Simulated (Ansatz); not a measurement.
# AsH2NaO: a rigid scan of the bond length As2–H5

Aim: the energy along the bond length As2–H5, from CCSD(T) and from cheaper methods, relative to the minimum. No other atom is relaxed.

Computed with Ansatz 0.2.0, Gaussian basis. Level: single points in def2-TZVPP.

Levels: PBE-D4, r2SCAN-D4, PBE0-D4, B3LYP-D4, wB97M-V, Hartree-Fock, MP2, CCSD, CCSD(T). The scan takes 1.356, 1.410, 1.488, 1.580, 1.682, 1.791, 1.907, 2.030, 2.157 Å.

Correlated methods freeze the cores. Filled d shells of the heavier atoms are correlated. The outer core shell of Li, Na, Mg and K is correlated. B3LYP uses VWN-RPA correlation.

109 further runs of the same task are left out: 109 set aside as unsound or not needed.

## 1. Where the work starts

The minimum, relaxed at PBE0-D4: SMILES `O[AsH][Na]`, 5 atoms, charge 0, spin multiplicity 1.

Atoms are counted from 1 here; the program's logs count them from 0.

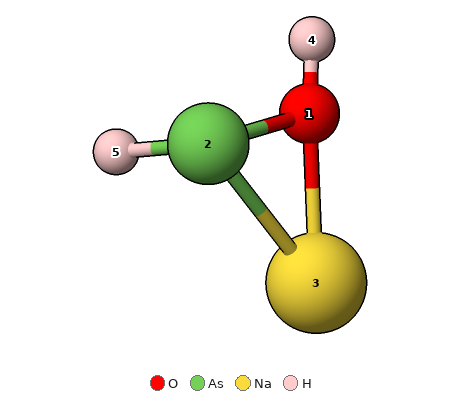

Start geometry, drawn with oxygen red, arsenic green, sodium yellow, hydrogen pink; atoms are numbered from 1 in the order of the file.

Coordinates:

```
O    -0.7279   -0.4358   -0.2734
As    0.8438    0.6231   -0.6107
Na    0.6884   -1.6415    0.8344
H    -1.4941    0.0094   -0.6341
H     0.6898    1.4448    0.6838
```

Energies of the minimum (eV), from earlier single points: PBE-D4 -67324.19231, r2SCAN-D4 -67336.51975, PBE0-D4 -67326.24527, B3LYP-D4 -67340.33601, wB97M-V -67334.09028, CCSD(T) -67289.76222.

At the minimum the bond length As2–H5 is 1.541 Å.

## 2. As2–H5 = 1.356 Å

pbe-tzvpp/in.yaml reads:

```yaml
crystal:
  periodic: [false, false, false]
  atoms:
    - {symbol: O, position_ang: [-0.727884, -0.435777, -0.273376]}
    - {symbol: As, position_ang: [0.843826, 0.623061, -0.610717]}
    - {symbol: Na, position_ang: [0.688366, -1.641533, 0.834420]}
    - {symbol: H, position_ang: [-1.494062, 0.009420, -0.634086]}
    - {symbol: H, position_ang: [0.708253, 1.346172, 0.528347]}
basis:
  gaussian: {orbitals: def2-TZVPP}
hamiltonian: {xc: pbe, dispersion: d4}
output: {forces: true}
```

r2scan-tzvpp/in.yaml differs from pbe-tzvpp/in.yaml so:

```diff
-hamiltonian: {xc: pbe, dispersion: d4}
+hamiltonian: {xc: r2scan, dispersion: d4}
```

pbe0-tzvpp/in.yaml:

```diff
-hamiltonian: {xc: pbe, dispersion: d4}
-output: {forces: true}
+hamiltonian: {xc: pbe0, dispersion: d4}
+output: {forces: true, orbitals: {seedname: orbitals}}
```

b3lyp-tzvpp/in.yaml:

```diff
-hamiltonian: {xc: pbe, dispersion: d4}
+hamiltonian: {xc: {name: B3LYP}, dispersion: d4}
```

wb97mv-tzvpp/in.yaml:

```diff
-hamiltonian: {xc: pbe, dispersion: d4}
-output: {forces: true}
+hamiltonian: {xc: {name: wB97M-V}}
```

ccsdt-tzvpp/in.yaml:

```diff
-hamiltonian: {xc: pbe, dispersion: d4}
-output: {forces: true}
+correlation: {method: ccsd_t}
```

The same command starts each run, in its folder.

Run with:

```
$ ansatz run in.yaml --threads 2 --pin off --events-out ev --progress --plain --max-ram 4352MiB
```

The runs that follow: As2–H5 = 1.410 Å; As2–H5 = 1.488 Å; As2–H5 = 1.580 Å; As2–H5 = 1.682 Å; As2–H5 = 1.791 Å; As2–H5 = 1.907 Å; As2–H5 = 2.030 Å; As2–H5 = 2.157 Å.

What does the calculation give? Wanted: highest point, CCSD(T); lowest point, CCSD(T); minimum along the scan, CCSD(T); RMS deviation from CCSD(T); largest T1 diagnostic.

The runs gave:

| quantity | value |
| --- | --- |
| highest point, CCSD(T) | 124.7 kJ/mol at 2.157 Å |
| lowest point, CCSD(T) | 0.0 kJ/mol at 1.541 Å |
| minimum along the scan, CCSD(T) | 1.534 Å |
| curvature there | 16.1 eV/Å² |
| RMS deviation from CCSD(T) | PBE-D4 8.8, r2SCAN-D4 1.7, PBE0-D4 1.2, B3LYP-D4 4.2, wB97M-V 2.5, Hartree-Fock 9.2, MP2 8.5, CCSD 2.4 kJ/mol |
| largest T1 diagnostic | 0.015 |

What this shows: A polynomial through the near points puts the CCSD(T) minimum 0.007 Å below the PBE0-D4 value. The well is lopsided: squeezing costs more than stretching by the same length. Curvature against CCSD(T): PBE-D4 -9 %, Hartree-Fock +10 %. Best along the scan: PBE0-D4. Worst: Hartree-Fock. The restricted Hartree–Fock reference is unstable towards an unrestricted one at one or more of these structures.
